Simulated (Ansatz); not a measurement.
# ClF₃H₄NOTa: what the fields show

The calculation's input:

```
crystal:
  periodic: [false, false, false]
  atoms:
    - { symbol: Ta, position_ang: [0.03248, -0.075432, 0.062542] }
    - { symbol: "N", position_ang: [2.122161, -0.100736, 0.082111] }
    - { symbol: H, position_ang: [2.629019, -0.287954, 0.955557] }
    - { symbol: H, position_ang: [2.680779, -0.294604, -0.757535] }
    - { symbol: F, position_ang: [0.30015, -0.167224, 1.914446] }
    - { symbol: F, position_ang: [0.318889, -0.04887, -1.803232] }
    - { symbol: Cl, position_ang: [-1.447257, 1.656921, 0.203779] }
    - { symbol: F, position_ang: [-0.828247, -1.714802, -0.003205] }
    - { symbol: O, position_ang: [1.435183, 2.517938, -1.197774] }
    - { symbol: H, position_ang: [1.247286, 1.929788, -1.959047] }
    - { symbol: H, position_ang: [2.137056, 2.009077, -0.712141] }
basis:
  gaussian: { orbitals: def2-SVP }
hamiltonian:
  xc: lda
relax:
  f_tol: 0.03
  max_steps: 50
output:
  orbitals: {}
```

Command:

```sh
ansatz run input.yaml --threads 4 --pin off --max-ram 5120MiB --backend cpu --events-out ev --progress --plain --runs-dir out
```

The fields are those of the run's last geometry, not of the input's.

Core potentials replace the inner electrons of Ta.

All numbers below come from RKS LDA/def2-SVP in Ansatz.

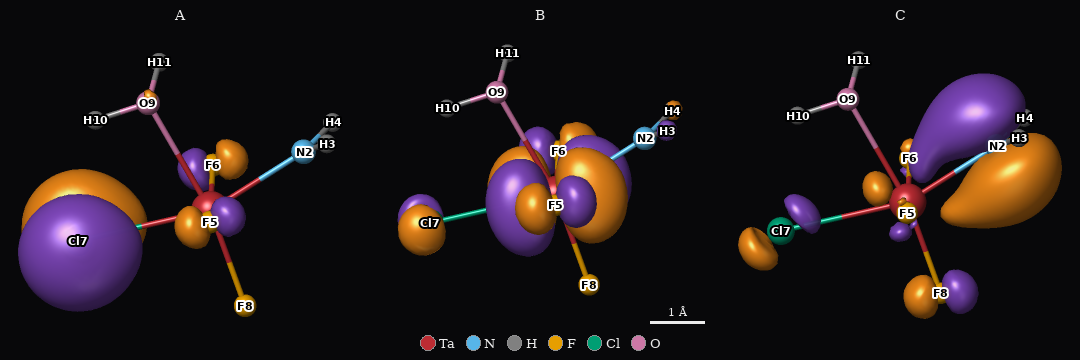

Figure 1. Three frontier orbitals at ±0.15 Å⁻³ᐟ² (orange and purple are the two phases), in no order.

### Order the three orbitals by energy and name them.

A is the HOMO−1 (−7.54 eV). By Hirshfeld shares it lies mainly on Cl7 (about 85 %); largely a lone pair of Cl7. C is the HOMO (−7.06 eV). Its weight (Hirshfeld) is mainly on N2 (about 65 %) and Ta1 (about 15 %). B is the LUMO (−3.03 eV). It lies mainly on Ta1 (about 65 %), F5 (about 10 %), F6 (about 10 %) and Cl7 (about 10 %).

### What is the HOMO–LUMO gap?

4.03 eV between the orbital energies.

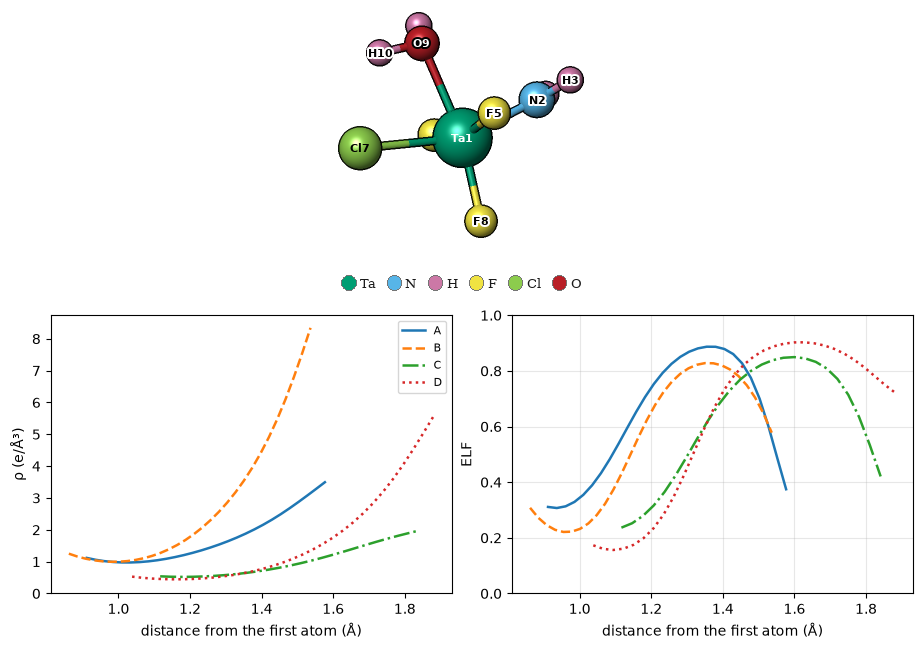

Figure 2. Electron density and ELF along straight lines between neighbouring atoms. The curves leave out the atomic cores. The structure is drawn too.

### Which curve belongs to which contact (Ta–Cl, Ta–F, Ta–N and Ta–O)? The first atom named is at distance zero.

Curve A: Ta–N (1.97 Å): ρ at the midpoint is about 0.99 e/Å³; the ELF peaks at about 0.90 in the valence shell of N, 0.6 Å from its nucleus, and is about 0.35 at the midpoint. Curve B: Ta–F (1.86 Å): ρ is about 1 e/Å³ halfway; the ELF peaks at about 0.85 in the valence shell of F, 0.5 Å from its nucleus, and drops to about 0.20 between the two atoms. Curve C: Ta–Cl (2.41 Å): ρ at the midpoint is about 0.52 e/Å³; the ELF peaks at about 0.85 in the valence shell of Cl, 0.8 Å from its nucleus, and is about 0.30 at the midpoint. Curve D: Ta–O (2.24 Å): the density is about 0.45 e/Å³ at the midpoint; the ELF peaks at about 0.90 in the valence shell of O, 0.6 Å from its nucleus, and drops to about 0.15 between the two atoms.

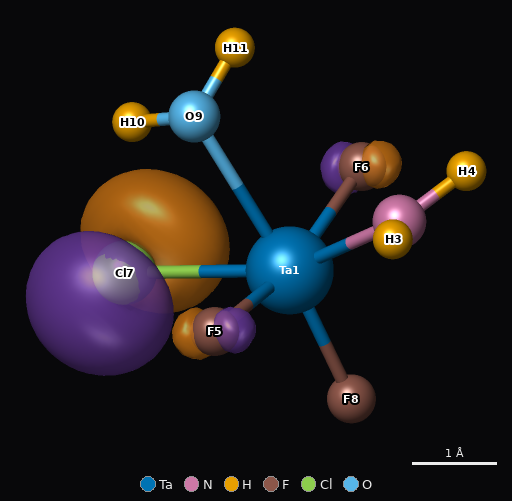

Figure 3. The HOMO−1 at ±0.2 Å⁻³ᐟ² (orange and purple are the two phases), seen at a tilt.

### Describe this orbital and give its energy.

By Hirshfeld shares it lies mainly on Cl7 (about 85 %); largely a lone pair of Cl7. Its energy is −7.54 eV.
